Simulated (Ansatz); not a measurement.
## What Cu → Zn does to Cu3N

Consider Cu$_{3}$N (space group Pm-3m, No. 221; a = 3.7649 Å).

Perturbation: full substitution Cu → Zn; the structure is relaxed again.

All numbers come from Kohn–Sham DFT with the PBEsol functional, run in Ansatz (an electronic-structure program) with PAW and 420 eV plane waves, no SOC. Γ-centred 12×12×12 mesh, Fermi–Dirac width 0.05 eV.

```json
[
 {"quantity": "volume per atom", "base": "13.34 Å³", "changed": "16.82 Å³", "shift": "+3.48 Å³"},
 {"quantity": "density", "base": "6.37 g/cm³", "changed": "5.19 g/cm³", "shift": "-1.18 g/cm³"},
 {"quantity": "lattice parameter a", "base": "3.765 Å", "changed": "4.067 Å", "shift": "+0.302 Å"},
 {"quantity": "space group", "base": "Pm-3m (No. 221)", "changed": "Pm-3m (No. 221)", "shift": "–"},
 {"quantity": "band gap", "base": "zero", "changed": "zero", "shift": "–"}
]
```

Final structure:

```xyz
4
Lattice="4.0670 0.0000 0.0000 0.0000 4.0670 0.0000 0.0000 0.0000 4.0670" Properties=species:S:1:pos:R:3 pbc="T T T"
N      0.0000     0.0000     0.0000
Zn     2.0335     0.0000     0.0000
Zn     0.0000     0.0000     2.0335
Zn     0.0000     2.0335     0.0000
```

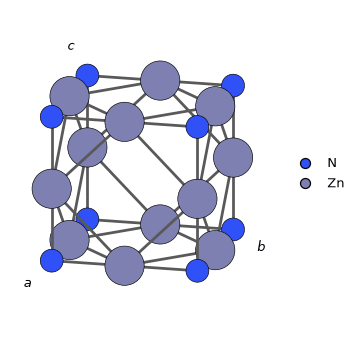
*The relaxed conventional cell after the change*

Stability against distortions was not tested. As relaxed here, Zn3N is a hypothetical phase, not in the database extracts checked. The final runs are not spin-polarised. An odd electron count without spin: Zn3N. Zn3N has a high density of states at the Fermi level and may be magnetic at this level. Gaps under 0.05 eV, about the width of the smearing, are given as zero. The zero or small gap of Cu3N can change with the level of theory.
